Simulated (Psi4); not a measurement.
## Excited-state calculation, with input and output: SiH₂SF (part 2 of 2)

Continued. System: SiH₂SF, multiplicity 4. Method: EOM-CCSD/DZVP, UHF (Psi4 1.11). The geometry is that of the parent species in another charge or spin state. The geometry comes from this level: PBE0-D4/def2-TZVP.

Geometry of the input (Å):
```
F  -0.3243  -0.0233  1.5854
Si 0.0860  -0.0810  0.0445
S  -1.1480  1.0613  -1.2110
H  -0.0235  -1.4931  -0.3910
H  1.4597  0.4626  -0.0693
```

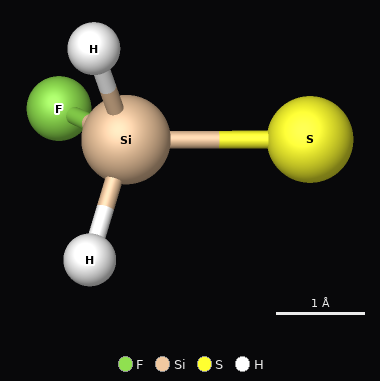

Figure 1. The structure as given in the input (ball-and-stick view, seen at a tilt).

The program's output, continued:
```
MP2 correlation energy -0.3406303832349148
                Solving CC Amplitude Equations
                ------------------------------
  Iter             Energy              RMS        T1Diag      D1Diag    New D1Diag    D2Diag
  ----     ---------------------    ---------   ----------  ----------  ----------   --------
     0        -0.340630383234915    0.000e+00    0.000000    0.000000    0.000000    0.000000
     1        -0.355604706778666    9.898e-02    0.018038    0.000000    0.000000    0.000000
     2        -0.368077386873475    3.728e-02    0.020294    0.000000    0.000000    0.000000
     3        -0.372375572512504    2.567e-02    0.026843    0.000000    0.000000    0.000000
     4        -0.372711560930159    1.459e-02    0.031309    0.000000    0.000000    0.000000
     5        -0.372767342530665    1.098e-02    0.036148    0.000000    0.000000    0.000000
     6        -0.372901260141069    7.797e-03    0.038776    0.000000    0.000000    0.000000
     7        -0.372924879515217    7.502e-03    0.039170    0.000000    0.000000    0.000000
     8        -0.372896030990161    7.530e-03    0.038441    0.000000    0.000000    0.000000
     9        -0.372770266181292    6.973e-03    0.038228    0.000000    0.000000    0.000000
    10        -0.372844870642751    4.748e-03    0.040270    0.000000    0.000000    0.000000
    11        -0.372833615421210    2.607e-03    0.042931    0.000000    0.000000    0.000000
    12        -0.372819610031867    1.309e-03    0.043437    0.000000    0.000000    0.000000
    13        -0.372794784366174    6.149e-04    0.043514    0.000000    0.000000    0.000000
    14        -0.372783772257839    3.933e-04    0.043611    0.000000    0.000000    0.000000
    15        -0.372779841349860    2.419e-04    0.043597    0.000000    0.000000    0.000000
    16        -0.372781383926997    1.775e-04    0.043565    0.000000    0.000000    0.000000
    17        -0.372784905261910    1.156e-04    0.043544    0.000000    0.000000    0.000000
    18        -0.372784898162060    6.553e-05    0.043537    0.000000    0.000000    0.000000
    19        -0.372783518898619    4.238e-05    0.043541    0.000000    0.000000    0.000000
    20        -0.372782799537859    2.635e-05    0.043544    0.000000    0.000000    0.000000
    21        -0.372782390387158    1.751e-05    0.043549    0.000000    0.000000    0.000000
    22        -0.372782681659882    1.240e-05    0.043552    0.000000    0.000000    0.000000
    23        -0.372782837917245    9.018e-06    0.043554    0.000000    0.000000    0.000000
    24        -0.372782846061577    7.975e-06    0.043555    0.000000    0.000000    0.000000
    25        -0.372782813752579    7.717e-06    0.043555    0.000000    0.000000    0.000000
    26        -0.372782715999636    7.364e-06    0.043556    0.000000    0.000000    0.000000
    27        -0.372782621049043    6.954e-06    0.043558    0.000000    0.000000    0.000000
    28        -0.372782549424369    6.110e-06    0.043562    0.000000    0.000000    0.000000
    29        -0.372782608838313    4.079e-06    0.043565    0.000000    0.000000    0.000000
    30        -0.372782665294265    2.649e-06    0.043567    0.000000    0.000000    0.000000
    31        -0.372782628761938    1.746e-06    0.043567    0.000000    0.000000    0.000000
    32        -0.372782606021754    1.135e-06    0.043568    0.000000    0.000000    0.000000
    33        -0.372782599032570    5.435e-07    0.043568    0.000000    0.000000    0.000000
    34        -0.372782612959574    2.341e-07    0.043568    0.000000    0.000000    0.000000
    35        -0.372782621001192    1.433e-07    0.043568    0.000000    0.000000    0.000000
    36        -0.372782621801618    7.478e-08    0.043568    0.000000    0.000000    0.000000

    Iterations converged.

    Largest TIA Amplitudes:
             10   0        -0.0850236390
             10   4         0.0273756002
             10   3         0.0220011402
              5   0         0.0213255140
              4   1        -0.0175454312
              4   5        -0.0147347507
             10   9         0.0136146104
              2   9         0.0131952235
             10  11         0.0119351247
              5   8         0.0116253944

    Largest Tia Amplitudes:
              7   0        -0.1376537726
              6   1        -0.0263670459
              4   2         0.0253026208
              5   1         0.0243131049
              4   1         0.0213977568
              7  11         0.0188806328
              2   5         0.0173962018
              3   6        -0.0157897120
              3   4        -0.0156501811
              1   5        -0.0132743250

    Largest TIJAB Amplitudes:
      7   6  14  13        -0.0243370466
      5   4  28  27        -0.0131058902
     10   8   9   3         0.0123994189
      5   4  22  21         0.0115093431
      7   6   8   7        -0.0113835524
     10   9   5   3         0.0104848122
     10   9   9   5        -0.0104748400
      6   5  14  13        -0.0103516944
      8   6   7   6         0.0100919242
      8   7   8   6         0.0099787860

    Largest Tijab Amplitudes:
      7   6   2   0        -0.0233277452
      7   6   9   0        -0.0170319978
      4   3  31  30        -0.0160021163
      7   6   8   0         0.0135017778
      4   3  25  24        -0.0110862016
      7   1   2   0         0.0108479610
      4   3  24  21         0.0094183243
      7   5   9   0        -0.0087581563
      7   5   5   0        -0.0087484270
      3   0  29  24         0.0082735452

    Largest TIjAb Amplitudes:
      7   1  14   1         0.0331399216
      6   1  13   1         0.0328205491
      9   7   5   6        -0.0311315096
      7   1  13   0         0.0310877424
      6   1  14   0        -0.0309591859
      4   3  22  24        -0.0297128780
      9   7   1   0         0.0287039107
      8   7   0   0         0.0252032033
      9   7   5   0         0.0223725340
      9   6   4   0         0.0210037911

    SCF energy       (wfn)                    = -786.757089516092833
    Reference energy (file100)                = -786.757089516092719

    Opposite-spin MP2 correlation energy      =   -0.250492688563599
    Same-spin MP2 correlation energy          =   -0.090137694671316
    Singles MP2 correlation energy            =   -0.000000000000000
    MP2 correlation energy                    =   -0.340630383234915
      * MP2 total energy                      = -787.097719899327672

    Opposite-spin CCSD correlation energy     =   -0.287821690132644
    Same-spin CCSD correlation energy         =   -0.084960931668974
    Singles CCSD correlation energy           =   -0.000000000000001
    CCSD correlation energy                   =   -0.372782621801618
      * CCSD total energy                     = -787.129872137894381

			**************************
			*                        *
			*         CCHBAR         *
			*                        *
			**************************

	**********************************************************
	*  CCEOM: An Equation of Motion Coupled Cluster Program  *
	**********************************************************

	Nuclear Rep. energy (wfn)     =  142.643692363830155
	SCF energy          (wfn)     = -786.757089516092833
	Reference energy    (file100) = -786.757089516092719
	CCSD energy         (file100) =   -0.372782621801618

	Input parameters:
	-----------------
	Reference wfn   =     UHF
	Reference EOM wfn=     UHF
	Memory (Mbytes) =  1600.0
	ABCD            =     NEW
	Cache Level     =    2
	Cache Type      =     LRU
	Num. of threads =     1
	Local CC        =     No

	CCEOM parameters:
	-----------------
	States sought per irrep     = A 2,
	Max. number of iterations   =    80
	Vectors stored per root     =    12
	Print HbarSS iterations?    =     0
	Excitation range for HBarSS =     2
	Eigenvalue tolerance        = 1.0e-06
	Eigenvalue toleranceSS      = 1.0e-06
	Residual vector tolerance   = 1.0e-06
	Residual vector toleranceSS = 1.0e-06
	Complex tolerance           = 1.0e-12
	Root for properties         =     2
	Sym of state for properties =      A
	Guess vectors taken from    = SINGLES
	Restart EOM CC3             = NO
	Collapse with last vector   = YES

Fae   dot Fae   total  124.6375019919
Fmi   dot Fmi   total   13.8742893766
WmBeJ and WMbEj dots    1.5268394341
Symmetry of ground state: A
Symmetry of excited state: A
Symmetry of right eigenvector: A
Obtaining initial guess from singles-singles block of Hbar...Done.

Iter=1    L=2     Root    EOM Energy     Delta E   Res. Norm    Conv?
                     1   0.0373966189   3.74e-02    2.77e-01      N
                     2   0.1173273435   1.17e-01    2.47e-01      N
Iter=2    L=4     Root    EOM Energy     Delta E   Res. Norm    Conv?
                     1  -0.0108198467  -4.82e-02    5.85e-02      N
                     2   0.0782859142  -3.90e-02    6.07e-02      N
Iter=3    L=6     Root    EOM Energy     Delta E   Res. Norm    Conv?
                     1  -0.0136364988  -2.82e-03    2.42e-02      N
                     2   0.0752809099  -3.01e-03    3.09e-02      N
Iter=4    L=8     Root    EOM Energy     Delta E   Res. Norm    Conv?
                     1  -0.0141476231  -5.11e-04    1.02e-02      N
                     2   0.0742936251  -9.87e-04    1.95e-02      N
Iter=5    L=10    Root    EOM Energy     Delta E   Res. Norm    Conv?
                     1  -0.0142223599  -7.47e-05    4.03e-03      N
                     2   0.0739052190  -3.88e-04    1.55e-02      N
Iter=6    L=12    Root    EOM Energy     Delta E   Res. Norm    Conv?
                     1  -0.0142393573  -1.70e-05    2.05e-03      N
                     2   0.0736674645  -2.38e-04    1.23e-02      N
Iter=7    L=14    Root    EOM Energy     Delta E   Res. Norm    Conv?
                     1  -0.0142402804  -9.23e-07    1.22e-03      N
                     2   0.0734627906  -2.05e-04    1.54e-02      N
Iter=8    L=16    Root    EOM Energy     Delta E   Res. Norm    Conv?
                     1  -0.0142415271  -1.25e-06    6.56e-04      N
                     2   0.0725254597  -9.37e-04    4.09e-02      N
Iter=9    L=18    Root    EOM Energy     Delta E   Res. Norm    Conv?
                     1  -0.0142417147  -1.88e-07    2.98e-04      N
                     2   0.0679796816  -4.55e-03    5.40e-02      N
Iter=10   L=20    Root    EOM Energy     Delta E   Res. Norm    Conv?
                     1  -0.0142420733  -3.59e-07    1.25e-04      N
                     2   0.0651519706  -2.83e-03    2.81e-02      N
Iter=11   L=22    Root    EOM Energy     Delta E   Res. Norm    Conv?
                     1  -0.0142422481  -1.75e-07    4.76e-05      N
                     2   0.0644900994  -6.62e-04    1.36e-02      N
Iter=12   L=24    Root    EOM Energy     Delta E   Res. Norm    Conv?
                     1  -0.0142423259  -7.79e-08    1.94e-05      N
                     2   0.0643475392  -1.43e-04    6.31e-03      N
Iter=13   L=4     Root    EOM Energy     Delta E   Res. Norm    Conv?
                     1  -0.0142423259  -6.14e-16    1.94e-05      N
                     2   0.0643475392   2.23e-15    6.31e-03      N
Iter=14   L=6     Root    EOM Energy     Delta E   Res. Norm    Conv?
                     1  -0.0142423714  -4.55e-08    8.11e-06      N
                     2   0.0643128786  -3.47e-05    3.09e-03      N
Iter=15   L=8     Root    EOM Energy     Delta E   Res. Norm    Conv?
                     1  -0.0142423891  -1.76e-08    3.08e-06      N
                     2   0.0643040035  -8.88e-06    1.89e-03      N
Iter=16   L=10    Root    EOM Energy     Delta E   Res. Norm    Conv?
                     1  -0.0142423887   3.48e-10    1.28e-06      N
                     2   0.0643027816  -1.22e-06    1.63e-03      N
Iter=17   L=12    Root    EOM Energy     Delta E   Res. Norm    Conv?
                     1  -0.0142423924  -3.64e-09    5.62e-07      Y
                     2   0.0642990531  -3.73e-06    1.30e-03      N
Iter=18   L=13    Root    EOM Energy     Delta E   Res. Norm    Conv?
                     1  -0.0142423927  -3.75e-10    4.97e-07      Y
                     2   0.0643008227   1.77e-06    9.11e-04      N
Iter=19   L=14    Root    EOM Energy     Delta E   Res. Norm    Conv?
                     1  -0.0142423929  -1.13e-10    4.96e-07      Y
                     2   0.0642990512  -1.77e-06    5.46e-04      N
Iter=20   L=15    Root    EOM Energy     Delta E   Res. Norm    Conv?
                     1  -0.0142423929  -1.28e-11    4.95e-07      Y
                     2   0.0642993601   3.09e-07    2.83e-04      N
Iter=21   L=16    Root    EOM Energy     Delta E   Res. Norm    Conv?
                     1  -0.0142423927   1.32e-10    4.97e-07      Y
                     2   0.0642987115  -6.49e-07    1.50e-04      N
Iter=22   L=17    Root    EOM Energy     Delta E   Res. Norm    Conv?
                     1  -0.0142423926   1.14e-10    4.97e-07      Y
                     2   0.0642991305   4.19e-07    7.96e-05      N
Iter=23   L=18    Root    EOM Energy     Delta E   Res. Norm    Conv?
                     1  -0.0142423926   5.24e-11    4.95e-07      Y
                     2   0.0642989290  -2.02e-07    4.24e-05      N
Iter=24   L=19    Root    EOM Energy     Delta E   Res. Norm    Conv?
                     1  -0.0142423925   4.56e-11    4.90e-07      Y
                     2   0.0642990216   9.26e-08    2.22e-05      N
Iter=25   L=20    Root    EOM Energy     Delta E   Res. Norm    Conv?
                     1  -0.0142423925   8.46e-12    4.89e-07      Y
                     2   0.0642989133  -1.08e-07    1.31e-05      N
Iter=26   L=21    Root    EOM Energy     Delta E   Res. Norm    Conv?
                     1  -0.0142423925   9.41e-12    4.92e-07      Y
                     2   0.0642989367   2.33e-08    9.73e-06      N
Iter=27   L=22    Root    EOM Energy     Delta E   Res. Norm    Conv?
                     1  -0.0142423925   3.59e-11    4.91e-07      Y
                     2   0.0642988759  -6.08e-08    6.54e-06      N
Iter=28   L=23    Root    EOM Energy     Delta E   Res. Norm    Conv?
                     1  -0.0142423925  -6.51e-11    4.95e-07      Y
                     2   0.0642989069   3.10e-08    3.92e-06      N
Iter=29   L=24    Root    EOM Energy     Delta E   Res. Norm    Conv?
                     1  -0.0142423924   1.20e-10    4.81e-07      Y
                     2   0.0642988878  -1.91e-08    2.18e-06      N
Iter=30   L=4     Root    EOM Energy     Delta E   Res. Norm    Conv?
                     1  -0.0142423924  -3.66e-14    4.81e-07      Y
                     2   0.0642988878  -6.66e-16    2.18e-06      N
Iter=31   L=5     Root    EOM Energy     Delta E   Res. Norm    Conv?
                     1  -0.0142423923   1.40e-10    4.80e-07      Y
                     2   0.0642988986   1.09e-08    1.53e-06      N
Iter=32   L=6     Root    EOM Energy     Delta E   Res. Norm    Conv?
                     1  -0.0142423922   5.04e-11    4.73e-07      Y
                     2   0.0642988921  -6.56e-09    1.46e-06      N
Iter=33   L=7     Root    EOM Energy     Delta E   Res. Norm    Conv?
                     1  -0.0142423922  -5.44e-13    4.73e-07      Y
                     2   0.0642988969   4.78e-09    1.55e-06      N
Iter=34   L=8     Root    EOM Energy     Delta E   Res. Norm    Conv?
                     1  -0.0142423922   9.73e-12    4.72e-07      Y
                     2   0.0642988947  -2.19e-09    1.49e-06      N
Iter=35   L=9     Root    EOM Energy     Delta E   Res. Norm    Conv?
                     1  -0.0142423921   1.43e-10    4.69e-07      Y
                     2   0.0642988979   3.24e-09    9.67e-07      Y
Collapsing to only 2 vector(s).

Procedure converged for 2 root(s).
Energy written to CC_INFO:Etot -787.0655732400
States per irrep written to CC_INFO.
<R|R> =   0.9999999999999996
EOM CCSD R0 for root 0 =   0.12818074602
<R|R> =   1.0000000000000009
EOM CCSD R0 for root 1 =  -0.01396765887

Final Energetic Summary for Converged Roots of Irrep A
                     Excitation Energy              Total Energy
                (eV)     (cm^-1)     (au)             (au)
EOM State 1     -0.388    -3125.8  -0.0142423921  -787.144114529962

Largest components of excited wave function #1:
 RIA (libdpd indices) : (cscf notation)
        10 >   0      :       22a >    23a :    0.9404311368
        10 >   2      :       22a >    25a :    0.1390591029
        10 >   6      :       22a >    29a :    0.1177287084
        10 >   8      :       22a >    31a :    0.1076171632
        10 >   4      :       22a >    27a :   -0.0755582986
 Ria (libdpd indices) : (cscf notation)
         6 >   1      :       18a >    21a :    0.0251428612
         5 >   1      :       17a >    21a :    0.0210365415
         1 >   1      :       13a >    21a :   -0.0152286645
         7 >   6      :       19a >    26a :   -0.0095949127
         7 >   4      :       19a >    24a :   -0.0087617530
 RIjAb (libdpd indices)     : (cscf notation)
       10   7 >   0   0     :    22a    19a >    23a    20a :    0.0502207034
       10   1 >   0   1     :    22a    13a >    23a    21a :   -0.0283661754
       10   6 >   5   0     :    22a    18a >    28a    20a :   -0.0252634318
       10   7 >   2   0     :    22a    19a >    25a    20a :    0.0250067204
       10   1 >   7   0     :    22a    13a >    30a    20a :   -0.0239031858
 RIJAB (libdpd indices)     : (cscf notation)
       10   9 >   5   2     :    22a    21a >    28a    25a :    0.0241364913
       10   8 >   6   2     :    22a    20a >    29a    25a :    0.0160377182
       10   8 >  12   0     :    22a    20a >    35a    23a :    0.0147764623
       10   7 >   8   0     :    22a    19a >    31a    23a :    0.0129546018
       10   3 >   6   2     :    22a    15a >    29a    25a :    0.0123754079
 Rijab (libdpd indices)     : (cscf notation)
        7   6 >   3   0     :    19a    18a >    23a    20a :    0.0010642819
        7   6 >  12   0     :    19a    18a >    32a    20a :    0.0008538863
        7   2 >   1   0     :    19a    14a >    21a    20a :   -0.0006804075
        7   6 >   8   0     :    19a    18a >    28a    20a :    0.0006235990
        7   4 >   1   0     :    19a    16a >    21a    20a :   -0.0005720668
EOM State 2      1.750    14112.0   0.0642988979  -787.065573239992

Largest components of excited wave function #2:
 RIA (libdpd indices) : (cscf notation)
        10 >   2      :       22a >    25a :   -0.1497895702
        10 >   0      :       22a >    23a :    0.0525134754
        10 >   3      :       22a >    26a :    0.0513484227
        10 >   4      :       22a >    27a :   -0.0243604974
        10 >   8      :       22a >    31a :   -0.0136147498
 Ria (libdpd indices) : (cscf notation)
         6 >   1      :       18a >    21a :   -0.8739917359
         5 >   1      :       17a >    21a :   -0.3418770775
         2 >   1      :       14a >    21a :    0.0960680567
         6 >  10      :       18a >    30a :   -0.0943658594
         4 >   1      :       16a >    21a :    0.0577111414
 RIjAb (libdpd indices)     : (cscf notation)
       10   6 >   3   1     :    22a    18a >    26a    21a :   -0.0357336769
        9   7 >   2   1     :    21a    19a >    25a    21a :    0.0294691611
        9   7 >   4   1     :    21a    19a >    27a    21a :    0.0277128680
        7   6 >  13  19     :    19a    18a >    36a    39a :   -0.0237884782
        7   6 >  14  20     :    19a    18a >    37a    40a :    0.0236487074
 RIJAB (libdpd indices)     : (cscf notation)
       10   9 >   4   1     :    22a    21a >    27a    24a :   -0.0029999511
       10   8 >   4   0     :    22a    20a >    27a    23a :   -0.0024863623
       10   6 >  11   7     :    22a    18a >    34a    30a :    0.0017926273
       10   9 >   5   3     :    22a    21a >    28a    26a :    0.0016744625
       10   9 >   5   0     :    22a    21a >    28a    23a :   -0.0015656614
 Rijab (libdpd indices)     : (cscf notation)
        7   6 >   1   0     :    19a    18a >    21a    20a :    0.0330045155
        6   5 >   2   1     :    18a    17a >    22a    21a :   -0.0166844611
        6   5 >   9   1     :    18a    17a >    29a    21a :   -0.0158125374
        6   1 >  14   1     :    18a    13a >    34a    21a :   -0.0144291660
        7   6 >   3   0     :    19a    18a >    23a    20a :   -0.0142679416

	Putting into environment energy for root of R irrep 1 and root 2.
	Putting into environment CURRENT ENERGY:             -787.0655732400

	Total # of sigma evaluations: 49

    Psi4 run time: 0:00:21.73
```

Results in brief:

```tsv
quantity	value
outcome	converged
total energy	−787.144115 hartree
SCF energy	−786.757090 hartree
MP2 energy	−787.097720 hartree
CCSD energy	−787.129872 hartree
basis functions	54
T1 diagnostic	0.044
⟨S²⟩	3.765
wall time	23 s
peak memory	0.22 GiB
```
